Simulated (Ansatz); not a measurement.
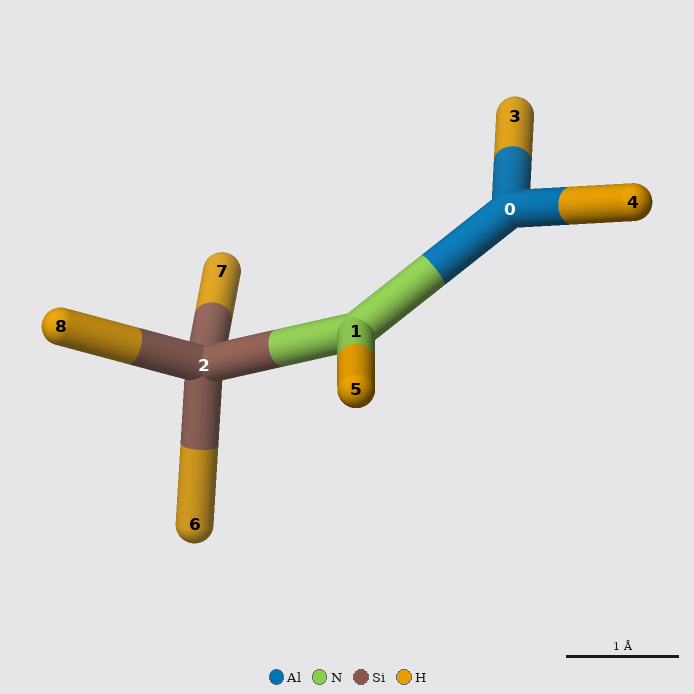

Starting geometry of the run. Atoms are numbered from 0, in the order of the input.

Ansatz 0.2.0 input:

```yaml
crystal:
  periodic: [false, false, false]
  atoms:
    - {symbol: Al, position_ang: [-0.744372, 0.879581, -1.351800]}
    - {symbol: N, position_ang: [0.325698, 0.550730, 0.035093]}
    - {symbol: Si, position_ang: [0.459878, -0.875611, 0.999152]}
    - {symbol: H, position_ang: [-1.736215, -0.261164, -1.812224]}
    - {symbol: H, position_ang: [-0.632430, 2.302094, -2.037777]}
    - {symbol: H, position_ang: [0.949074, 1.301396, 0.305183]}
    - {symbol: H, position_ang: [1.826873, -1.465949, 0.942145]}
    - {symbol: H, position_ang: [-0.515352, -1.862525, 0.468837]}
    - {symbol: H, position_ang: [0.155248, -0.614854, 2.434291]}
basis:
  gaussian: {orbitals: def2-SVPD}
magnetization: {spin_polarized: true, initial_magnetization: 2}
hamiltonian: {xc: {name: RPBE}, pseudopotentials: {relativity: none}}
```

It was started with:

```sh
ansatz run in.yaml --threads 2 --pin off --events-out ev --progress --plain --max-ram 4352MiB
```

Result:

```
Functional definition: RPBE
  name "RPBE"
  cite "Hammer, Hansen & Nørskov, Phys. Rev. B 59, 7413 (1999) doi:10.1103/PhysRevB.59.7413"
  cite "Perdew, Burke & Ernzerhof, Phys. Rev. Lett. 77, 3865 (1996) doi:10.1103/PhysRevLett.77.3865"
  parameter kappa = 0.804
  parameter beta = 0.06672455060314922
  exchange = rpbe_x(kappa = kappa, mu = beta*pi^2/3)
  correlation = pbe_c(beta = beta)
1016 factors; their error is unknown
mean field evaluation 1: about -16041.8176 eV, gradient 4.6e1 eV
mean field evaluation 2: about -15972.7192 eV, gradient 1.0e2 eV
mean field evaluation 4: about -16047.9125 eV, gradient 2.0e1 eV
mean field evaluation 8: about -16049.6698 eV, gradient 1.3e1 eV
mean field evaluation 16: about -16051.4246 eV, gradient 3.6e-4 eV
mean field evaluation 32: about -16047.6655 eV, gradient 8.4e0 eV
mean field -16051.42458187 eV, -589.8789733374 hartree, gradient 1.5e-5 eV, S^2 2.003908; 4 other end points of the search recorded, 0 dependent functions left out
reference -16051.42463476 eV, -589.8789752812 hartree; 21, 19 occupied and 95, 97 virtual orbitals, 1016 factors
Total energy: -16051.42463476 eV, -589.8789752812 hartree
```

Self-consistency was reached.

The spin state was imposed, and no run here compares it with a lower spin, which may lie lower.
